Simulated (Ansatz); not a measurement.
**AlH$_{4}$NOS: density, localisation and related maps**

Input

```
crystal:
  periodic: [false, false, false]
  atoms:
    - {symbol: Al, position_ang: [-0.634229, 0.103221, -0.187214]}
    - {symbol: N, position_ang: [1.144869, -0.214208, 0.331073]}
    - {symbol: S, position_ang: [-0.890851, -1.894190, -0.766799]}
    - {symbol: H, position_ang: [0.578276, -1.377272, -0.146321]}
    - {symbol: O, position_ang: [-1.320517, 1.635755, -0.038735]}
    - {symbol: H, position_ang: [1.416180, -0.236916, 1.306634]}
    - {symbol: H, position_ang: [1.925010, 0.137893, -0.210453]}
    - {symbol: H, position_ang: [-2.218739, 1.845818, -0.288085]}
basis:
  gaussian: {orbitals: def2-TZVPP}
hamiltonian: {xc: pbe0, dispersion: d4}
output: {orbitals: {seedname: orbitals}}
```

Launched as:

```sh
ansatz run in.yaml --threads 4 --pin off --events-out ev --progress --plain --max-ram 9574MiB
```

A transition-state structure; geometry: PBE0-D4/def2-TZVP.

Method: Ansatz 0.2.0, RKS PBE0-D4/def2-TZVPP.

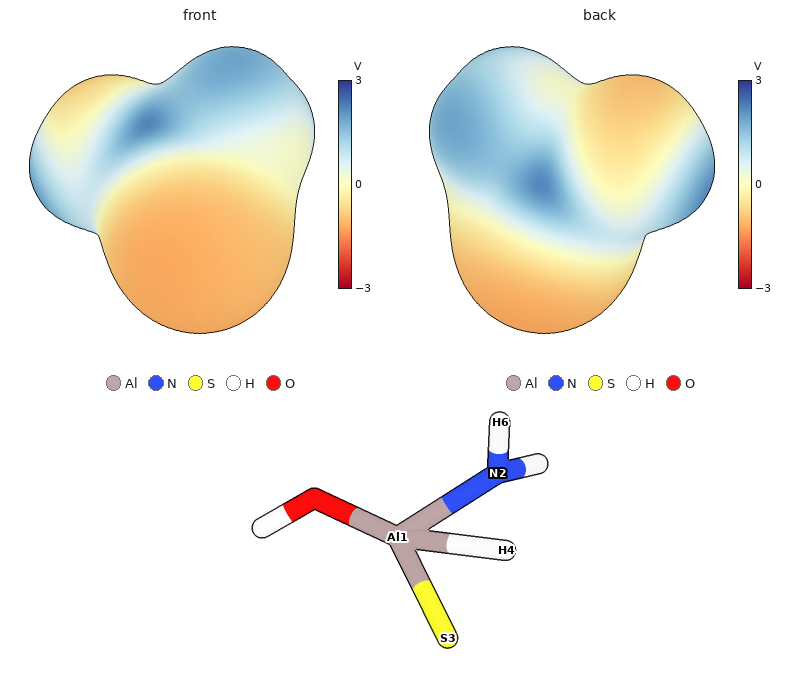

Figure 1. The molecular electrostatic potential painted on the density surface at 0.001 e/bohr³, seen from the front and from behind; red is negative and blue positive. The bare structure is drawn below in the same view.

Question: Which sites attract a positive test charge, and which a negative one?

Answer: A positive charge is drawn to the negative regions and a negative charge to the positive ones. The most negative region (about −1.2 V) lies over S3, the most positive (about +2.1 V) over Al1 and H8.

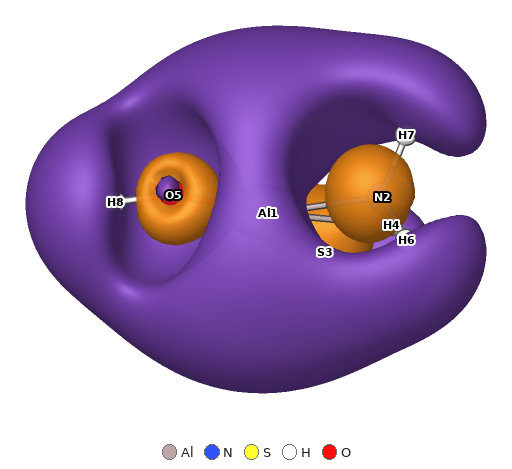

Figure 2. One frontier orbital at ±0.06 Å⁻³ᐟ² (orange and purple are the two phases), seen from one side.

Question: Which orbital is it: HOMO or LUMO?

Answer: The LUMO, at −0.73 eV. By Hirshfeld shares it lies mainly on Al1 (about 50 %), S3 (about 15 %), O5 (about 10 %), N2 (about 10 %) and H8 (about 5 %).

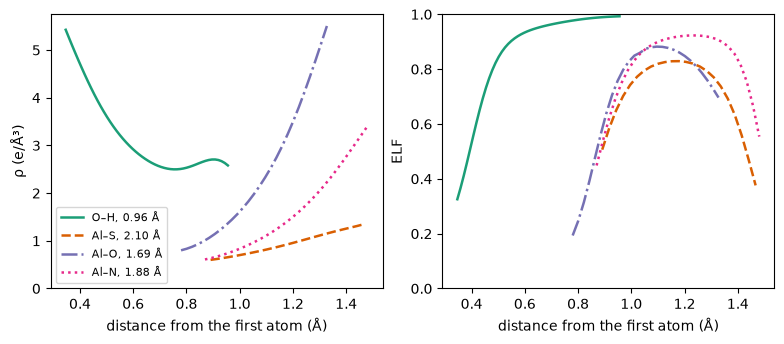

Figure 3. Electron density and electron localisation function along straight lines between neighbouring atoms. The curves leave out the atomic cores.

Question: What can be read from the curves?

Answer: O–H (0.96 Å): ρ at the midpoint is about 3.8 e/Å³; the ELF climbs to about 1 towards the hydrogen, as it does in any bond to H: a covalent bond by its length.
Al–S (2.10 Å): ρ is about 0.75 e/Å³ halfway; the ELF peaks at about 0.85 in the valence shell of S, 0.9 Å from its nucleus, and is about 0.80 at the midpoint.
Al–O (1.69 Å): ρ is about 0.93 e/Å³ halfway; the ELF peaks at about 0.90 in the valence shell of O, 0.6 Å from its nucleus, and is about 0.40 at the midpoint.
Al–N (1.88 Å): the density is about 0.71 e/Å³ at the midpoint; the ELF peaks at about 0.90 in the valence shell of N, 0.7 Å from its nucleus, and is about 0.70 at the midpoint.
